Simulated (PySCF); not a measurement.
**What a change does: NMR shielding calculation on C5H2F2**

System: C5H2F2.
Method of run 1: GIAO PBE0/6-31G* NMR shielding, non-relativistic, gas phase (PySCF 2.14.0).

The geometry comes from this level: PBE0-D3(BJ)/def2-SVP. Text and figures count atoms from 1; the logs count them from 0 in places.

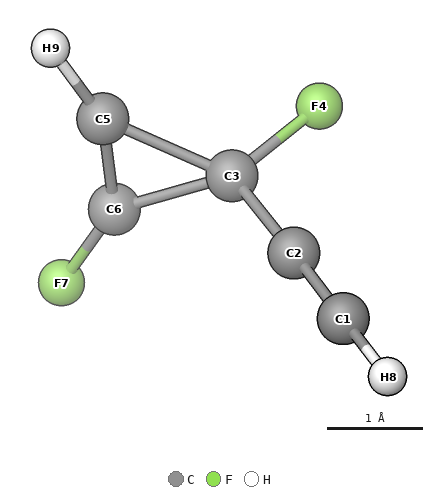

The input geometry (ball-and-stick view, seen at a tilt; atoms are numbered from 1 in the order of the input).

## Input file, run 1
```
{"job": {"kind": "nmr", "xc": "PBE0", "basis": "6-31G*", "pop": true}, "charge": 0, "multiplicity": 1}
C      2.179120     0.796702    -0.128272
C      1.113425     0.234691    -0.239691
C     -0.174367    -0.424699    -0.347662
F     -0.150053    -1.363813    -1.346791
C     -1.476287     0.288730    -0.086845
C     -1.093526    -0.616864     0.760823
F     -1.322398    -1.275248     1.855674
H      3.126764     1.294665    -0.034218
H     -2.150875     1.050176    -0.467613
```

The first line tells a small driver script what to run in PySCF; the rest is the geometry in Å.

Command:
```bash
OMP_NUM_THREADS=1 python <driver script> task.json out
```

Hardware: 1 CPU thread, shared host.

## Output (run 1)
```
coarse grid: 8848 points
cycle   1  E = -390.7454313027  dE =  1.366e+00  |g| = 6.809e-01  |ddm| = 3.456e+00
cycle   2  E = -390.6720813266  dE =  7.335e-02  |g| = 9.607e-01  |ddm| = 1.639e+00
cycle   3  E = -390.8286488777  dE = -1.566e-01  |g| = 1.389e-01  |ddm| = 1.048e+00
cycle   4  E = -390.8320089277  dE = -3.360e-03  |g| = 7.770e-02  |ddm| = 1.815e-01
cycle   5  E = -390.8334438648  dE = -1.435e-03  |g| = 1.818e-02  |ddm| = 7.161e-02
cycle   6  E = -390.8335234199  dE = -7.956e-05  |g| = 3.814e-03  |ddm| = 2.104e-02
cycle   7  E = -390.8335263208  dE = -2.901e-06  |g| = 1.620e-03  |ddm| = 4.832e-03
final grid: 89992 points
cycle   8  E = -390.8041919065  dE = -2.110e-05  |g| = 6.840e-03  |ddm| = 1.959e-02
cycle   9  E = -390.8041824075  dE =  9.499e-06  |g| = 1.023e-02  |ddm| = 1.628e-02
cycle  10  E = -390.8042014951  dE = -1.909e-05  |g| = 1.040e-03  |ddm| = 9.685e-03
cycle  11  E = -390.8042016929  dE = -1.978e-07  |g| = 5.422e-04  |ddm| = 1.211e-03
cycle  12  E = -390.8042017664  dE = -7.349e-08  |g| = 9.441e-05  |ddm| = 5.278e-04
cycle  13  E = -390.8042017683  dE = -1.858e-09  |g| = 3.828e-05  |ddm| = 1.021e-04
cycle  14  E = -390.8042017686  dE = -3.216e-10  |g| = 1.048e-05  |ddm| = 4.363e-05
converged SCF energy = -390.8042017686

GIAO shielding tensors (ppm)
atom      isotropic    diamagn.    paramagn.     s11        s22        s33       span
  0 C      124.954     281.415    -156.461     63.552     70.844    240.466    176.914
  1 C      123.372     250.599    -127.227     35.025     38.933    296.159    261.135
  2 C      129.629     245.023    -115.394     84.610    105.038    199.239    114.629
  3 F      331.547     468.129    -136.582    249.352    327.548    417.743    168.391
  4 C      109.112     263.393    -154.280     35.943    109.877    181.517    145.573
  5 C       56.124     256.310    -200.186    -39.615     94.541    113.445    153.060
  6 F      321.495     470.130    -148.634    186.001    282.719    495.765    309.763
  7 H       29.822      30.694      -0.872     25.552     25.911     38.002     12.451
  8 H       26.418      28.623      -2.204     24.393     25.432     29.429      5.036
```

Run 2 used a changed input.

## The two runs side by side

| quantity | run 1 | run 2 |
| --- | --- | --- |
| outcome | converged | converged |
| total energy (hartree) | −390.804202 | −390.977931 |
| HOMO (eV) | −7.58 | −7.98 |
| LUMO (eV) | 0.10 | −0.48 |
| dipole moment (D) | 1.91 | 2.10 |
| shielding of C1 (ppm) | 125.0 | 105.5 |
| shielding of C2 (ppm) | 123.4 | 100.7 |
| shielding of C3 (ppm) | 129.6 | 112.1 |
| shielding of F4 (ppm) | 331.5 | 306.4 |
| shielding of C5 (ppm) | 109.1 | 89.7 |
| shielding of C6 (ppm) | 56.1 | 28.7 |
| shielding of F7 (ppm) | 321.5 | 315.0 |
| SCF iterations | 14 | 14 |
| basis functions | 102 | 265 |
| wall time (shared host) | 6.7 s | 25 s |

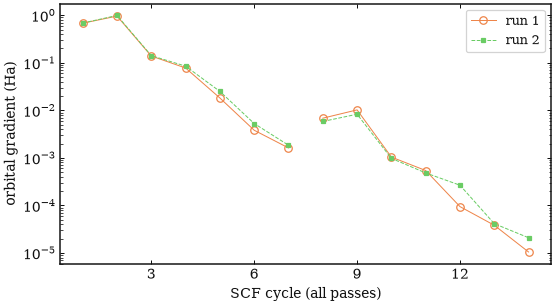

Convergence of the two runs: orbital gradient against the SCF cycle. A break in a curve parts two SCF passes (coarse and final grid). Run 1 takes 14 cycles in all, and run 2 takes 14.

What was changed in the input?

The change (lines with − go, lines with + come):
```diff
-"basis": "6-31G*"
+"basis": "IGLO-III"
```

The total energy of run 2 is 109.0 kcal/mol lower, which measures the change of basis and not a stability. The HOMO goes from −7.58 to −7.98 eV. The LUMO goes from 0.10 to −0.48 eV. The dipole moment goes from 1.91 to 2.10 D. Of all shieldings, the largest change is that of C6, by −27.4 ppm. The number of SCF iterations is the same. The basis functions go from 102 to 265.

## Output (run 2)
```
coarse grid: 8848 points
cycle   1  E = -390.8904831380  dE =  1.364e+00  |g| = 6.855e-01  |ddm| = 2.526e+00
cycle   2  E = -390.8126666106  dE =  7.782e-02  |g| = 9.914e-01  |ddm| = 7.617e-01
cycle   3  E = -390.9674325333  dE = -1.548e-01  |g| = 1.414e-01  |ddm| = 4.592e-01
cycle   4  E = -390.9702304860  dE = -2.798e-03  |g| = 8.498e-02  |ddm| = 1.002e-01
cycle   5  E = -390.9718407920  dE = -1.610e-03  |g| = 2.501e-02  |ddm| = 4.079e-02
cycle   6  E = -390.9719772889  dE = -1.365e-04  |g| = 5.281e-03  |ddm| = 1.504e-02
cycle   7  E = -390.9719827246  dE = -5.436e-06  |g| = 1.846e-03  |ddm| = 3.783e-03
final grid: 89992 points
cycle   8  E = -390.9779250274  dE = -8.239e-05  |g| = 5.842e-03  |ddm| = 6.093e-02
cycle   9  E = -390.9779196211  dE =  5.406e-06  |g| = 8.283e-03  |ddm| = 7.606e-03
cycle  10  E = -390.9779310718  dE = -1.145e-05  |g| = 9.771e-04  |ddm| = 4.276e-03
cycle  11  E = -390.9779312012  dE = -1.294e-07  |g| = 4.823e-04  |ddm| = 6.787e-04
cycle  12  E = -390.9779312405  dE = -3.933e-08  |g| = 2.662e-04  |ddm| = 3.123e-04
cycle  13  E = -390.9779312572  dE = -1.663e-08  |g| = 4.130e-05  |ddm| = 1.323e-04
cycle  14  E = -390.9779312575  dE = -2.906e-10  |g| = 2.091e-05  |ddm| = 2.916e-05
converged SCF energy = -390.9779312575

GIAO shielding tensors (ppm)
atom      isotropic    diamagn.    paramagn.     s11        s22        s33       span
  0 C      105.483     269.766    -164.283     36.533     45.611    234.304    197.770
  1 C      100.666     253.869    -153.203     -0.851      5.243    297.605    298.456
  2 C      112.142     243.750    -131.607     63.803     86.426    186.198    122.395
  3 F      306.368     470.926    -164.558    202.862    311.269    404.973    202.111
  4 C       89.733     261.364    -171.632      7.639     92.023    169.536    161.897
  5 C       28.741     260.278    -231.537    -80.373     71.256     95.342    175.716
  6 F      314.962     471.196    -156.234    175.119    276.682    493.084    317.965
  7 H       29.042      30.732      -1.690     24.492     24.782     37.852     13.359
  8 H       25.588      29.267      -3.679     23.821     24.428     28.515      4.693
```
